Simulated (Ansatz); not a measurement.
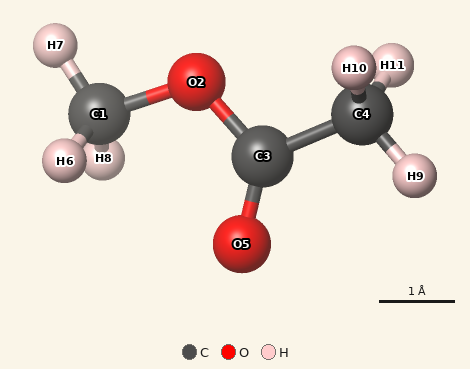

**Figure 1.** The structure of run A (ball-and-stick view, seen at a tilt; atoms are numbered from 1 in the order of the input). Bond lengths as drawn: C–C 1.51 Å, C–H 1.10 to 1.11 Å and C–O 1.22 to 1.43 Å.

## What a change does: geometry relaxation on C$_{3}$H$_{6}$O$_{2}$

System: C$_{3}$H$_{6}$O$_{2}$, SMILES COC(C)=O.
Method of run A: RKS PBE0-D4/def2-TZVPP (Ansatz 0.2.0).

Text and figures count atoms from 1; the logs count them from 0 in places.

## Input, run A
```yaml
crystal:
  periodic: [false, false, false]
  atoms:
    - { symbol: C, position_ang: [1.82278721, 0.30243925, 0.36888653] }
    - { symbol: O, position_ang: [0.46116382, 0.19002177, 0.79637863] }
    - { symbol: C, position_ang: [-0.43385371, -0.08892596, -0.18999041] }
    - { symbol: C, position_ang: [-1.83362747, -0.1846348, 0.37119369] }
    - { symbol: O, position_ang: [-0.11809717, -0.23556161, -1.3544879] }
    - { symbol: H, position_ang: [1.93962782, 1.11293131, -0.37943695] }
    - { symbol: H, position_ang: [2.41267543, 0.52892202, 1.27529393] }
    - { symbol: H, position_ang: [2.17433053, -0.64271093, -0.09339688] }
    - { symbol: H, position_ang: [-2.54259806, -0.41249451, -0.44311746] }
    - { symbol: H, position_ang: [-2.1141891, 0.76817276, 0.86297894] }
    - { symbol: H, position_ang: [-1.8808993, -0.9739293, 1.14776788] }
basis:
  gaussian: { orbitals: def2-TZVPP }
hamiltonian:
  xc: pbe0
  dispersion: d4
relax:
  f_tol: 0.002
  max_steps: 150
```

Command:
```bash
ansatz run input.yaml --threads 4 --pin off --max-ram 10240MiB --backend cpu --events-out ev --progress --plain --runs-dir out
```

Hardware: 4 threads of Intel Xeon @ 2.50GHz (Skylake/Cascade Lake), 189 GiB of memory available, shared host.

## Output, shortened to warnings, some set-up lines, iterations and results (run A)
```
[...]
mean field evaluation 1: about -7290.5632 eV, gradient 6.2e1 eV
mean field evaluation 2: about -7286.8134 eV, gradient 7.8e1 eV
mean field evaluation 4: about -7297.8913 eV, gradient 3.7e0 eV
mean field evaluation 8: about -7297.9202 eV, gradient 2.8e-1 eV
mean field evaluation 16: about -7297.9213 eV, gradient 5.1e-4 eV
relax step   1: F+E_penalty+E_count = -7298.06358354 eV  Δ(F+E_penalty+E_count) = +0.000e0 eV  max|allowed force component| = 1.344e0 eV/Å  Δτ_max = 0.0000 Å  (30 SCF iters, …
relax step   2: F+E_penalty+E_count = -7298.11677111 eV  Δ(F+E_penalty+E_count) = -5.319e-2 eV  max|allowed force component| = 2.802e-1 eV/Å  Δτ_max = 0.0241 Å  (34 SCF …
mean field evaluation 32: about -7297.9779 eV, gradient 1.5e-5 eV
relax step   3: F+E_penalty+E_count = -7298.12112935 eV  Δ(F+E_penalty+E_count) = -4.358e-3 eV  max|allowed force component| = 1.074e-1 eV/Å  Δτ_max = 0.0089 Å  (34 SCF …
relax step   4: F+E_penalty+E_count = -7298.12079613 eV  Δ(F+E_penalty+E_count) = +3.332e-4 eV  max|allowed force component| = 1.397e-1 eV/Å  Δτ_max = 0.0043 Å  (34 SCF …
relax step   5: F+E_penalty+E_count = -7298.12125578 eV  Δ(F+E_penalty+E_count) = -1.264e-4 eV  max|allowed force component| = 1.642e-2 eV/Å  Δτ_max = 0.0019 Å  (33 SCF …
relax step   6: F+E_penalty+E_count = -7298.12125797 eV  Δ(F+E_penalty+E_count) = -2.188e-6 eV  max|allowed force component| = 2.191e-2 eV/Å  Δτ_max = 0.0018 Å  (34 SCF …
relax step   7: F+E_penalty+E_count = -7298.12126857 eV  Δ(F+E_penalty+E_count) = -1.061e-5 eV  max|allowed force component| = 1.780e-3 eV/Å  Δτ_max = 0.0011 Å  (35 SCF …
mean field evaluation 64: about -7297.9777 eV, gradient 5.5e-1 eV
mean field -7297.97805595 eV, -268.1957468088 hartree, gradient 1.5e-5 eV, S^2 0.000000; 1 other end points of the search recorded, 0 dependent functions left out
the calculation of the forces begins
reference -7297.97808490 eV, -268.1957478730 hartree; 20, 20 occupied and 219, 219 virtual orbitals, 1196 factors
Total energy: -7298.12129753 eV, -268.2010108400 hartree
Atom 0 at     1.809492     0.299798     0.363146 Å, force    -0.001201    -0.000189     0.000286 eV/Å
Atom 1 at     0.456436     0.188509     0.790271 Å, force     0.001780     0.000514     0.000556 eV/Å
Atom 2 at    -0.427899    -0.086676    -0.179737 Å, force    -0.000830    -0.000166    -0.000672 eV/Å
Atom 3 at    -1.817385    -0.182613     0.370235 Å, force    -0.000116    -0.000153     0.000633 eV/Å
Atom 4 at    -0.119226    -0.232262    -1.331349 Å, force    -0.000115    -0.000087    -0.000279 eV/Å
Atom 5 at     1.916949     1.100236    -0.369153 Å, force     0.000223     0.000008     0.000025 eV/Å
Atom 6 at     2.386814     0.522300     1.256882 Å, force    -0.000220    -0.000089    -0.000105 eV/Å
Atom 7 at     2.148549    -0.633373    -0.087133 Å, force     0.000202     0.000085    -0.000048 eV/Å
Atom 8 at    -2.511856    -0.406911    -0.434204 Å, force     0.000452     0.000080    -0.000089 eV/Å
Atom 9 at    -2.092200     0.757216     0.850999 Å, force     0.000005    -0.000198    -0.000122 eV/Å
Atom 10 at    -1.862355    -0.961994     1.132113 Å, force    -0.000180     0.000195    -0.000185 eV/Å
Dipole moment:     0.012312     0.064801     0.388885 e Å
```

Run B used a changed input.

## The two runs side by side

| quantity | run A | run B |
| --- | --- | --- |
| outcome | converged | converged |
| total energy (hartree) | −268.201011 | −268.517067 |
| largest force (eV/Å) | 0.002 | 0.002 |
| basis functions | 239 | 239 |
| wall time (shared host) | 53 s | 49 s |

What was changed in the input?

The change (lines with − go, lines with + come):
```diff
-  xc: pbe0
+  xc: { name: B3LYP }
```

The total energies belong to different methods, so their difference says nothing on which is more stable or more accurate. The functional changes from PBE0 to B3LYP.

## Output, shortened to warnings, some set-up lines, iterations and results (run B)
```
[...]
mean field evaluation 1: about -7297.2133 eV, gradient 6.9e1 eV
mean field evaluation 2: about -7290.1734 eV, gradient 9.3e1 eV
mean field evaluation 4: about -7306.3615 eV, gradient 4.9e0 eV
mean field evaluation 8: about -7306.4017 eV, gradient 5.9e-1 eV
mean field evaluation 16: about -7306.4021 eV, gradient 3.3e-5 eV
relax step   1: F+E_penalty+E_count = -7306.67409439 eV  Δ(F+E_penalty+E_count) = +0.000e0 eV  max|allowed force component| = 1.013e0 eV/Å  Δτ_max = 0.0000 Å  (29 SCF iters, …
relax step   2: F+E_penalty+E_count = -7306.71723048 eV  Δ(F+E_penalty+E_count) = -4.314e-2 eV  max|allowed force component| = 2.792e-1 eV/Å  Δτ_max = 0.0173 Å  (33 SCF …
relax step   3: F+E_penalty+E_count = -7306.72122365 eV  Δ(F+E_penalty+E_count) = -3.993e-3 eV  max|allowed force component| = 7.097e-2 eV/Å  Δτ_max = 0.0078 Å  (34 SCF …
mean field evaluation 32: about -7306.4499 eV, gradient 5.9e-1 eV
relax step   4: F+E_penalty+E_count = -7306.72132298 eV  Δ(F+E_penalty+E_count) = -9.933e-5 eV  max|allowed force component| = 3.198e-2 eV/Å  Δτ_max = 0.0016 Å  (34 SCF …
relax step   5: F+E_penalty+E_count = -7306.72135217 eV  Δ(F+E_penalty+E_count) = -2.919e-5 eV  max|allowed force component| = 1.976e-2 eV/Å  Δτ_max = 0.0020 Å  (33 SCF …
relax step   6: F+E_penalty+E_count = -7306.72136467 eV  Δ(F+E_penalty+E_count) = -1.250e-5 eV  max|allowed force component| = 3.392e-3 eV/Å  Δτ_max = 0.0010 Å  (34 SCF …
relax step   7: F+E_penalty+E_count = -7306.72136504 eV  Δ(F+E_penalty+E_count) = -3.707e-7 eV  max|allowed force component| = 1.698e-3 eV/Å  Δτ_max = 0.0001 Å  (34 SCF …
mean field evaluation 64: about -7306.4486 eV, gradient 9.4e-3 eV
mean field -7306.44856069 eV, -268.5070321165 hartree, gradient 1.6e-5 eV, S^2 0.000000; 1 other end points of the search recorded, 0 dependent functions left out
the calculation of the forces begins
reference -7306.44882531 eV, -268.5070418414 hartree; 20, 20 occupied and 219, 219 virtual orbitals, 1196 factors
Total energy: -7306.72162967 eV, -268.5170672165 hartree
Atom 0 at     1.825483     0.301958     0.363280 Å, force    -0.000349    -0.000093     0.000059 eV/Å
Atom 1 at     0.458633     0.188148     0.786074 Å, force    -0.000083     0.000072     0.000478 eV/Å
Atom 2 at    -0.434597    -0.088691    -0.186535 Å, force     0.001698     0.000553     0.000060 eV/Å
Atom 3 at    -1.827617    -0.183716     0.371932 Å, force    -0.000675    -0.000183    -0.000094 eV/Å
Atom 4 at    -0.130286    -0.235497    -1.342165 Å, force    -0.000855    -0.000318    -0.000248 eV/Å
Atom 5 at     1.934283     1.103352    -0.365512 Å, force     0.000072    -0.000038     0.000004 eV/Å
Atom 6 at     2.392713     0.523802     1.261957 Å, force     0.000073    -0.000039    -0.000145 eV/Å
Atom 7 at     2.165841    -0.630602    -0.083604 Å, force     0.000049     0.000092    -0.000065 eV/Å
Atom 8 at    -2.525182    -0.407893    -0.428788 Å, force     0.000243     0.000015    -0.000078 eV/Å
Atom 9 at    -2.100854     0.755896     0.852141 Å, force    -0.000048    -0.000089     0.000020 eV/Å
Atom 10 at    -1.871097    -0.962525     1.133287 Å, force    -0.000126     0.000029     0.000009 eV/Å
Dipole moment:     0.023115     0.066101     0.388068 e Å
```
